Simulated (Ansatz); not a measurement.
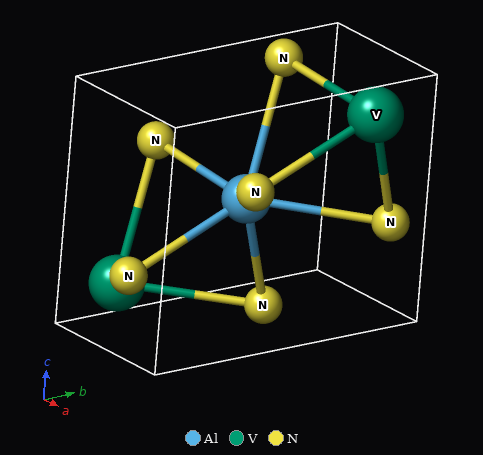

An orthographic ball-and-stick view of the structure, slightly off an axis. One simulation cell is framed, with atoms on its boundary repeated.

```yaml
crystal:
  lattice:
    - [2.40937, 1.39105, 2.62941]
    - [-2.40937, 1.39105, 2.62941]
    - [0.00000, -2.78210, 2.62941]
  atoms:
    - { symbol: Al, position: [0.50000, 0.50000, 0.50000] }
    - { symbol: V, position: [0.83849, 0.83849, 0.83849] }
    - { symbol: V, position: [0.16151, 0.16151, 0.16151] }
    - { symbol: N, position: [0.00000, 0.33200, 0.66800] }
    - { symbol: N, position: [0.33200, 0.66800, 0.00000] }
    - { symbol: N, position: [0.66800, 0.00000, 0.33200] }
```

The calculation: DFT PBE, scalar-relativistic, plane waves, PAW (Ansatz 0.2.0), with plane waves up to 420 eV, a 12×12×12 sampling of the Brillouin zone, Gaussian smearing of 0.1 eV, collinear spins.

Predict the Bader charges.

Al +2.39 e; V +1.45 e; N -1.76 e.

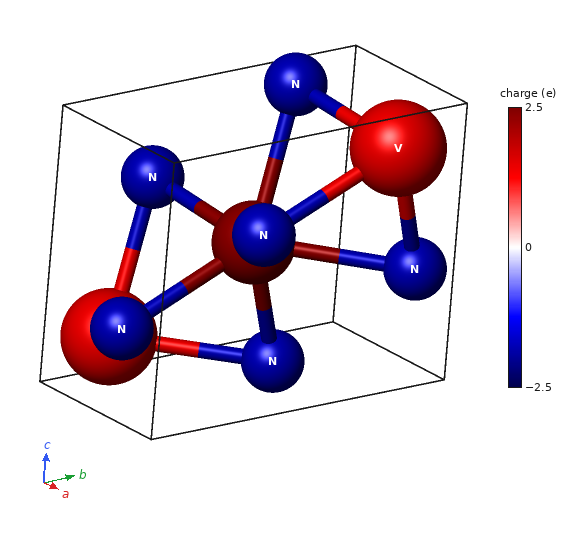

The atoms coloured by those charges.

Starting structure: a structure type filled with these elements by a generator (whether the compound takes this form wasn't checked). Earlier steps of the study may have refined or changed the cell and positions. Ansatz was used for an electronic-structure calculation on it.
